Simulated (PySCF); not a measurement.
# UCCSDT/SBKJC (core potential) run of [NH3]+ (SMILES [NH3+])

What is the energy change on altering one bond length of [NH3]+ at UCCSDT/SBKJC (core potential)? Input form: a Python script.

The results are computed with PySCF 2.14.0.

12 further runs of the same task are left out: 1 that didn't finish, 11 set aside as unsound or not needed.

## 1. The molecule

[NH3]+: 4 atoms, total charge +1, spin state doublet. SMILES: `[NH3+]`. The coordinates come from a GFN2-xTB relaxation.

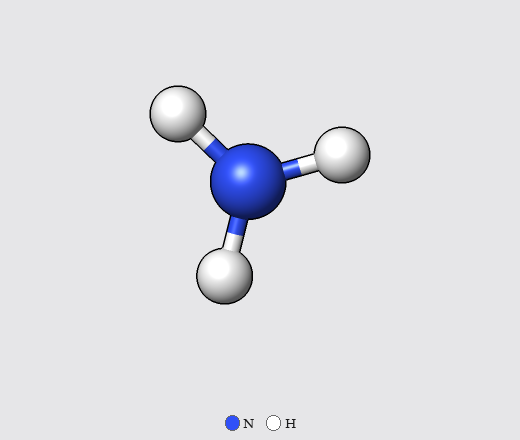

Viewed from a chosen angle; nitrogen blue, hydrogen white.

## 2. The energy at UCCSDT/SBKJC (core potential)

job.py reads:

```python
# [NH3+]
from pyscf import gto, cc

mol = gto.Mole()
mol.atom = '''
N      0.000265    -0.001550    -0.000624
H      0.965083    -0.451172     1.623842
H     -1.881147    -0.452627    -0.169716
H      0.915799     0.905330    -1.453502
'''
mol.charge = 1
mol.basis = 'sbkjc'
mol.max_memory = 1860
mol.ecp = {'N': 'sbkjc'}
mol.unit = 'bohr'
mol.verbose = 3
mol.spin = 1
mol.build()

mf = mol.UHF()
mf.conv_tol = 1e-10
mf.kernel()
if not mf.converged:
    mf = mf.newton().run(mf.mo_coeff, mf.mo_occ)

mycc = cc.CCSDT(mf)
mycc.kernel()
etot = mycc.e_tot
print(f'total energy: {etot:.8f} hartree')
```

Run with:

```console
$ OMP_NUM_THREADS=1 python job.py
```

The program printed:

```text
converged SCF energy = -11.0888075799559  <S^2> = 0.76099611  2S+1 = 2.0109661
_make_eris_incore_UCCSDT

WARN: A large `blksize_v_aaa` is being used, which may cause large memory consumption
      for storing contraction intermediates. If memory is sufficient, consider using
      `pyscf.cc.uccsdt_highm.UCCSDT` instead.

WARN: A large `blksize_v_aab` is being used, which may cause large memory consumption
      for storing contraction intermediates. If memory is sufficient, consider using
      `pyscf.cc.uccsdt_highm.UCCSDT` instead.

UCCSDT converged
E(UCCSDT) = -11.18144308996215   E_corr = -0.09263551000629169
E_corr(same-spin) = -0.0121415386838958
E_corr(oppo-spin) = -0.0804939713223959
total energy: -11.18144309 hartree
```

It took 1.8 s on 1 thread of Intel Xeon Platinum 8259CL at 2.50GHz (Skylake/Cascade Lake), shared host; peak memory 0.12 GiB.

## 3. The distorted shape, same level

job.py reads:

```python
from pyscf import gto, cc

molecule = gto.Mole()
molecule.atom = '''
N      1.505409     0.359316     0.134652
H      2.470227    -0.090306     1.759118
H     -1.881147    -0.452627    -0.169716
H      2.420943     1.266196    -1.318226
'''
molecule.verbose = 3
molecule.basis = 'sbkjc'
molecule.spin = 1
molecule.charge = 1
molecule.max_memory = 1860
molecule.unit = 'bohr'
molecule.ecp = {'N': 'sbkjc'}
molecule.build()

mf = molecule.UHF()
mf.conv_tol = 1e-10
mf.kernel()
if not mf.converged:
    mf = mf.newton().run(mf.mo_coeff, mf.mo_occ)

mycc = cc.CCSDT(mf)
mycc.kernel()
e_tot = mycc.e_tot
print('E = %.10f Eh' % e_tot)
```

Run with:

```console
$ OMP_NUM_THREADS=1 python job.py
```

The program printed:

```text
SCF not converged.
SCF energy = -10.9265225858604 after 50 cycles  <S^2> = 0.93457849  2S+1 = 2.1767669
converged SCF energy = -10.953479212164  <S^2> = 1.2424211  2S+1 = 2.4432938
_make_eris_incore_UCCSDT

WARN: A large `blksize_v_aaa` is being used, which may cause large memory consumption
      for storing contraction intermediates. If memory is sufficient, consider using
      `pyscf.cc.uccsdt_highm.UCCSDT` instead.

WARN: A large `blksize_v_aab` is being used, which may cause large memory consumption
      for storing contraction intermediates. If memory is sufficient, consider using
      `pyscf.cc.uccsdt_highm.UCCSDT` instead.

UCCSDT converged
E(UCCSDT) = -11.05641858189568   E_corr = -0.1029393697316688
E_corr(same-spin) = -0.0117117729555249
E_corr(oppo-spin) = -0.0912275967761439
E = -11.0564185819 Eh
```

It took 2.6 s on 1 thread of Intel Xeon Platinum 8259CL at 2.50GHz (Skylake/Cascade Lake), shared host; peak memory 0.12 GiB.

## 4. Outcome

Level: UCCSDT/SBKJC (core potential).

| quantity | value |
| --- | --- |
| first shape: total energy | -11.18144 Eh |
| first shape: HOMO energy (Hartree–Fock orbitals) (highest over α and β) | -24.94 eV |
| first shape: LUMO energy (Hartree–Fock orbitals) (lowest over α and β) | -6.65 eV |
| first shape: correlation energy | -92.6 mEh |
| first shape: ⟨S²⟩ of the reference determinant | 0.761 |
| first shape: T1 diagnostic | 0.007 |
| distorted shape: total energy | -11.05642 Eh |
| distorted shape: HOMO energy (Hartree–Fock orbitals) (highest over α and β) | -21.00 eV |
| distorted shape: LUMO energy (Hartree–Fock orbitals) (lowest over α and β) | -6.80 eV |
| distorted shape: correlation energy | -102.9 mEh |
| distorted shape: ⟨S²⟩ of the reference determinant | 1.242 |
| distorted shape: T1 diagnostic | 0.085 |
| energy change with the N1–H3 bond stretched from 1.028 to 1.850 Å | 3.402 eV |

With the N1–H3 bond stretched from 1.028 to 1.850 Å the energy rises by 3.40 eV (328 kJ/mol). The first shape isn't relaxed at this level, so the change isn't measured from a minimum. ⟨S²⟩ (distorted shape) is 1.24 where a pure doublet has 0.75: the reference is spin-contaminated. The T1 diagnostic (distorted shape) of 0.085 is above the customary mark for such species, so a single reference may not serve.
